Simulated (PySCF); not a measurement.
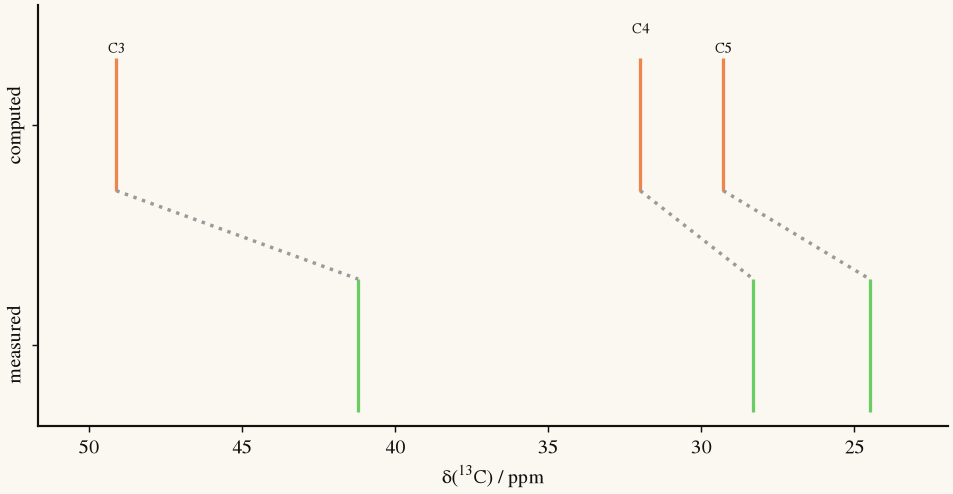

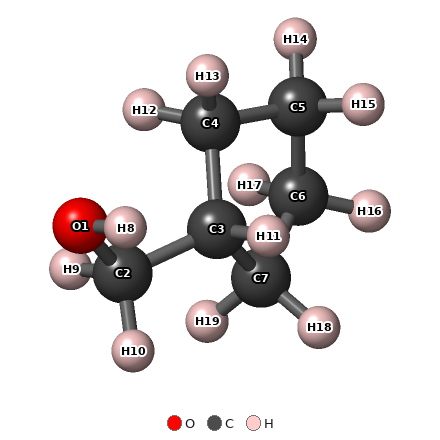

¹³C shifts of C₆H₁₂O, SMILES OCC1CCCC1 against TMS: GIAO PBE0/def2-TZVP (PySCF 2.14.0) for one gas-phase conformer (PBE0-D3(BJ)/def2-SVP, like atoms averaged; labels name one atom of each set) above, published measurements (solution) below; dotted lines join the same nuclei. Only nuclei with a measured value are shown, one named for each set of like atoms.

Q: Is the order of the signals reproduced?

A: Yes, no dotted lines cross.

Q: How well does the calculation match?

A: Mean error 5.5 ppm, mean absolute error 5.5 ppm; the largest is 7.9 ppm, for C3.
